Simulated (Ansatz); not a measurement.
Starting cell, Zr (hcp, Mg type):

```
CELL_PARAMETERS angstrom
      3.24591     0.00000     0.00000
     -1.62295     2.81104     0.00000
      0.00000     0.00000     5.15116
ATOMIC_POSITIONS crystal
  Zr 0.33333 0.66667 0.75000
  Zr 0.66667 0.33333 0.25000
```

The atoms are displaced by Q × the pattern below (from a DFPT mode at Γ, largest move 1; Q in Å), at fixed cell.

```
atom      x      y       z
----  -----  -----  ------
Zr1   0.000  0.000   1.000
Zr2   0.000  0.000  -1.000
```

Method: r2SCAN (plane waves to 500 eV, PAW, scalar-relativistic; Ansatz, an electronic-structure program). k mesh 16×16×9 (Γ-centred), Fermi-Dirac smearing 0.05 eV. The energy includes the smearing's −TS. With partly filled bands, energies and forces of such displacements shift with the k mesh and the smearing. The PAW data are Ansatz's earlier set. Zr is run without spin polarisation. Zr was relaxed with its symmetry unable to fall. The zero of ΔE is the undisplaced structure.

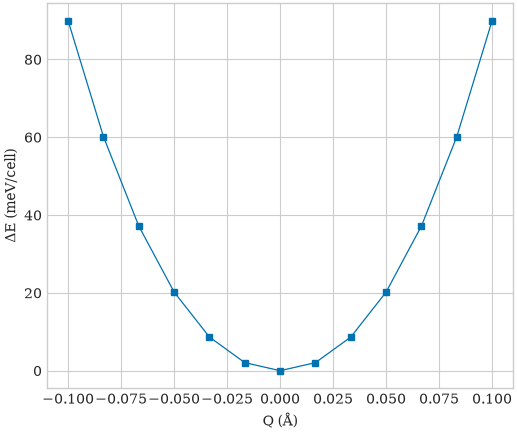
ΔE (meV/cell) against Q (Å); markers are the computed points, lines only join them.

What is the energy change at Q = 0.100 Å?

About 90 meV/cell.

What harmonic wavenumber does the curvature at Q = 0 give?

About 150 cm⁻¹.

(A displaced cell: forces are minus the slopes of the energy, force constants its curvatures, and phonons follow from these.)
